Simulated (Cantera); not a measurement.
Charge: 1 mol Zr, a varied amount of H2O, 4 mol H2, held at 2000 K and 2480 Torr.

Method: chemical equilibrium by Gibbs-energy minimisation in Cantera with the NASA 1993 tables (ideal gas, pure condensed phases). Candidate condensed phases: H2O, Zr, ZrO2; 12 gas species. Mutual solubility and eutectic melting of coexisting phases are not modelled. Condensed phases not in the tables: N, O or C dissolved in the metal. The numbers say what is thermodynamically allowed, not how fast it happens.

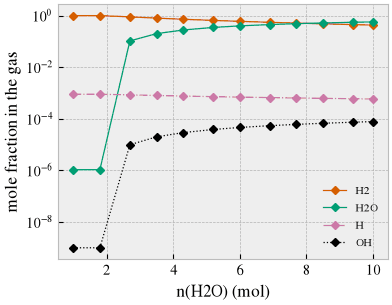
Figure: Equilibrium gas composition (values under 1e-9 drawn at 1e-9)

Question: Read off the mole fractions at 10 mol H2O.

Answer: H2O about 0.57, H2 about 0.43, H about 0.00059, OH about 7.8e-5.
